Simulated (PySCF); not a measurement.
# triplet C2H7In: levels of theory compared

Wanted: a comparison of 6 runs (UHF/3-21G, U-revPBE/def2-SVP, UCAM-B3LYP/def2-SVP, UM06-2X/def2-SVP, UPBE0/def2-SVP, UCCSD(T)/def2-SVP) of triplet C2H7In. Input form: a Python script.

The calculation is run with PySCF 2.14.0.

## 1. The molecule

C2H7In has 10 atoms, charge 0, and is taken as a triplet. SMILES of the parent species: `C[CH2][InH2]`. The coordinates come from a PBE0-D4/def2-TZVP relaxation. This is one conformer, not always the lowest. That shape belongs to the parent species and isn't relaxed for this state.

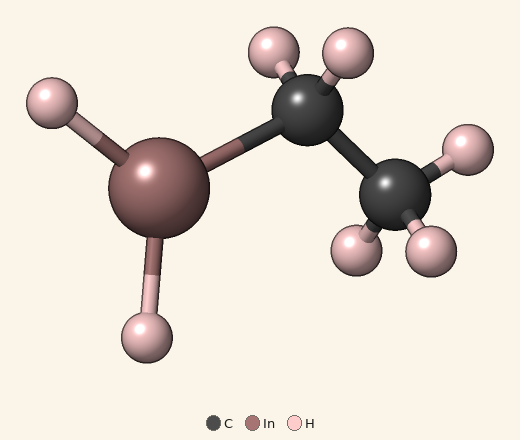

The structure, seen from a chosen angle (carbon dark grey, indium brown, hydrogen pink).

## 2. The energy at UHF/3-21G (run 1)

File geometry.xyz:

```xyz
10

C     -0.977700     0.382700    -0.894700
C     -0.314700    -0.630300     0.028300
In     1.454400     0.070200     1.061700
H     -1.865300    -0.032500    -1.384600
H     -0.300700     0.717200    -1.685200
H     -1.297100     1.277800    -0.354200
H     -0.022600    -1.530900    -0.522300
H     -1.013000    -0.976000     0.797900
H      2.318500    -0.968100     2.146100
H      2.018200     1.690000     0.807000
```

File run.py:

```python
from pyscf import gto, scf

mol = gto.Mole()
mol.atom = 'geometry.xyz'
mol.verbose = 3
mol.max_memory = 1860
mol.spin = 2
mol.basis = '3-21g'
mol.build()

hf = scf.UHF(mol)
hf.conv_tol = 1e-10
hf.kernel()
if not hf.converged:
    hf = hf.newton().run(hf.mo_coeff, hf.mo_occ)

e_tot = hf.e_tot
print('E = %.10f Eh' % e_tot)
```

Run with:

```sh
OMP_NUM_THREADS=1 python run.py
```

What it wrote:

```text
WARN: HOMO -0.0194066285782184 >= LUMO -0.260135413450945

converged SCF energy = -5793.91901180662  <S^2> = 2.0134291  2S+1 = 3.0089394
E = -5793.9190118066 Eh
```

Wall time 1.1 s (1 thread of Intel Xeon 6975P-C (Granite Rapids), shared host); peak memory 0.12 GiB.

## 3. The energy at U-revPBE/def2-SVP (core potential) (run 2)

File job.py:

```python
from pyscf import gto, dft

molecule = gto.M(
    atom='''
C     -1.847585     0.723198    -1.690738
C     -0.594697    -1.191094     0.053479
In     2.748418     0.132659     2.006322
H     -3.524906    -0.061416    -2.616515
H     -0.568241     1.355312    -3.184566
H     -2.451164     2.414692    -0.669341
H     -0.042708    -2.892982    -0.987004
H     -1.914293    -1.844373     1.507812
H      4.381330    -1.829444     4.055541
H      3.813845     3.193637     1.525009
''',
    max_memory=1860,
    verbose=3,
    spin=2,
    ecp={'In': 'def2-svp'},
    charge=0,
    unit='bohr',
    basis='def2-svp',
)

myscf = dft.UKS(molecule, xc='revpbe')
myscf.conv_tol = 1e-10
myscf.grids.level = 5
myscf.kernel()
if not myscf.converged:
    myscf = myscf.newton().run(myscf.mo_coeff, myscf.mo_occ)

e_tot = myscf.e_tot
print('Final energy', e_tot)
```

Run with:

```sh
OMP_NUM_THREADS=1 python job.py
```

What it wrote:

```text
WARN: HOMO -0.588296249660916 >= LUMO -0.624771555064129

WARN: HOMO -0.13294665156975 >= LUMO -0.219491401642982

WARN: HOMO -0.116707673328571 >= LUMO -0.219122641050392

WARN: HOMO -0.103008357452579 >= LUMO -0.235355597291983

WARN: HOMO -0.0858892093243107 >= LUMO -0.227367897726168

WARN: HOMO -0.0939763428153846 >= LUMO -0.23194354780891

WARN: HOMO -0.0940272595954408 >= LUMO -0.23419857101802

WARN: HOMO -0.0936544384650286 >= LUMO -0.234302239412201

WARN: HOMO -0.0942177902747048 >= LUMO -0.23691566231711

WARN: HOMO -0.0926411478444731 >= LUMO -0.237162202196624

WARN: HOMO -0.0926183684395703 >= LUMO -0.237489573940366

WARN: HOMO -0.092505047781211 >= LUMO -0.23774742562391

WARN: HOMO -0.092425154470785 >= LUMO -0.237796417325215

WARN: HOMO -0.0924315976622623 >= LUMO -0.237815630455353

WARN: HOMO -0.09242695451149 >= LUMO -0.237819036837514

WARN: HOMO -0.0924283854954258 >= LUMO -0.23781953358319

WARN: HOMO -0.0924292582358976 >= LUMO -0.237821145950331

WARN: HOMO -0.0924287010763312 >= LUMO -0.237820478755897

WARN: HOMO -0.0924289977923767 >= LUMO -0.237820451778927

WARN: HOMO -0.0924291033434894 >= LUMO -0.237820516329558

WARN: HOMO -0.092429020166394 >= LUMO -0.23782045794022

converged SCF energy = -270.33447120119  <S^2> = 2.0028161  2S+1 = 3.0018768
Final energy -270.3344712011901
```

Run time: 39 s. Hardware: 1 thread of Intel Xeon 6975P-C (Granite Rapids), shared host; peak memory 0.47 GiB.

Run 3 isn't shown in full; the table further down has it.

## 4. The energy at UM06-2X/def2-SVP (core potential) (run 4)

File calc.py:

```python
from pyscf import gto, dft

system = gto.M(
    atom='''
C       -0.977700       0.382700      -0.894700
C       -0.314700      -0.630300       0.028300
In       1.454400       0.070200       1.061700
H       -1.865300      -0.032500      -1.384600
H       -0.300700       0.717200      -1.685200
H       -1.297100       1.277800      -0.354200
H       -0.022600      -1.530900      -0.522300
H       -1.013000      -0.976000       0.797900
H        2.318500      -0.968100       2.146100
H        2.018200       1.690000       0.807000
''',
    ecp={'In': 'def2-svp'},
    max_memory=1860,
    spin=2,
    basis='def2-svp',
    verbose=4,
)

calc0 = dft.UKS(system)
calc0.xc = 'm06-2x'
calc0.grids.level = 5
calc0.conv_tol = 1e-10
calc0.kernel()
if not calc0.converged:
    calc0 = calc0.newton().run(calc0.mo_coeff, calc0.mo_occ)

e_tot = calc0.e_tot
print(f'total energy: {e_tot:.8f} hartree')
```

Run with:

```sh
OMP_NUM_THREADS=1 python calc.py
```

What it wrote:

```text
PySCF version 2.14.0

[... 66 lines left out ...]
[... the frontier-level lines of each cycle are left out ...]
[... 23 lines left out ...]
[... 23 lines left out ...]
[... 23 lines left out ...]
[... 23 lines left out ...]
[... 1 line left out ...]
cycle= 18 E= -270.171810026676  delta_E= -1.59e-10  |g|= 3.65e-06  |ddm|= 5.29e-05


cycle= 19 E= -270.1718100267  delta_E= -2.39e-11  |g|= 1.47e-06  |ddm|= 1.03e-05


Extra cycle  E= -270.171810026701  delta_E= -1.42e-12  |g|= 9.56e-07  |ddm|= 3.42e-06
converged SCF energy = -270.171810026701  <S^2> = 2.005049  2S+1 = 3.0033641
total energy: -270.17181003 hartree
```

It took 67 s on 1 thread of Intel Xeon 6975P-C (Granite Rapids), shared host; peak memory 0.53 GiB.

Run 5 isn't shown in full; the table further down has it.

## 5. A single-point energy at UCCSD(T)/def2-SVP (core potential) (run 6)

File job.py:

```python
from pyscf import gto, scf, cc

molecule = gto.Mole()
molecule.atom = [
    ('C', (-0.977700, 0.382700, -0.894700)),
    ('C', (-0.314700, -0.630300, 0.028300)),
    ('In', (1.454400, 0.070200, 1.061700)),
    ('H', (-1.865300, -0.032500, -1.384600)),
    ('H', (-0.300700, 0.717200, -1.685200)),
    ('H', (-1.297100, 1.277800, -0.354200)),
    ('H', (-0.022600, -1.530900, -0.522300)),
    ('H', (-1.013000, -0.976000, 0.797900)),
    ('H', (2.318500, -0.968100, 2.146100)),
    ('H', (2.018200, 1.690000, 0.807000)),
]
molecule.charge = 0
molecule.max_memory = 1860
molecule.verbose = 3
molecule.ecp = {'In': 'def2-svp'}
molecule.basis = 'def2-svp'
molecule.spin = 2
molecule.build()

mf = scf.UHF(molecule)
mf.conv_tol = 1e-10
mf.kernel()
if not mf.converged:
    mf = mf.newton().run(mf.mo_coeff, mf.mo_occ)

mycc = cc.CCSD(mf, frozen=6)
mycc.kernel()
e_t = mycc.ccsd_t()
e_final = mycc.e_tot + e_t
print('E(%s) = %.9f' % ('CCSD(T)', e_final))
```

Run with:

```sh
OMP_NUM_THREADS=1 python job.py
```

What it wrote:

```text
WARN: HOMO -0.453699537973186 >= LUMO -0.607412141322058

WARN: HOMO -0.00129643804696222 >= LUMO -0.110841266106927

converged SCF energy = -268.772013849587  <S^2> = 2.0142497  2S+1 = 3.0094848
E(UCCSD) = -269.1987777410444  E_corr = -0.4267638914569932
UCCSD(T) correction = -0.0130933804279475
E(CCSD(T)) = -269.211871121
```

Run time: 2.3 min. Hardware: 1 thread of Intel Xeon 6975P-C (Granite Rapids), shared host; peak memory 2 GiB.

## 6. The series

```csv
run,level,core potential,integration grid,frozen core orbitals,energy (Eh),dipole moment (D) of the reference,HOMO energy (eV),⟨S²⟩,wall time
1,UHF/3-21G,–,–,–,-5793.919012,6.20,-4.77,2.013,1.1 s
2,U-revPBE/def2-SVP (core potential),def2-svp,5,–,-270.334471,4.42,-2.52,2.003,39 s
3,UCAM-B3LYP/def2-SVP (core potential),def2-svp,5,–,-270.222590,4.81,-4.17,2.005,45 s
4,UM06-2X/def2-SVP (core potential),def2-svp,5,–,-270.171810,5.09,-4.04,2.005,67 s
5,UPBE0/def2-SVP (core potential),def2-svp,5,–,-270.202178,4.68,-3.28,2.004,35 s
6,UCCSD(T)/def2-SVP (core potential),def2-svp,–,6,-269.211871,5.75,-4.90,2.014,2.3 min
```

## 7. Summary of results

```
                                                         quantity          value
                                              run 6: total energy  -269.21187 Eh
                      run 6: dipole moment (Hartree–Fock density)         5.75 D
run 6: HOMO energy (Hartree–Fock orbitals) (highest over α and β)       -4.90 eV
 run 6: LUMO energy (Hartree–Fock orbitals) (lowest over α and β)       -1.75 eV
               run 6: correlation energy (6 core orbitals frozen)     -439.9 mEh
                                            run 6: (T) correction     -13.09 mEh
                         run 6: ⟨S²⟩ of the reference determinant          2.014
                                             run 6: T1 diagnostic          0.020
```

Among the runs that give it from their own density at one geometry, the dipole moment runs from 4.42 D (U-revPBE/def2-SVP) to 6.20 D (UHF/3-21G). The two ends differ in method and basis and treatment of relativity. Totals of different functionals can't be ranked against each other. Some runs of one species differ in core potentials or relativity; totals across that change don't compare. In run 1 relativity is left out where basis or elements ask for it. All runs together took 5.4 min, the longest 2.3 min.
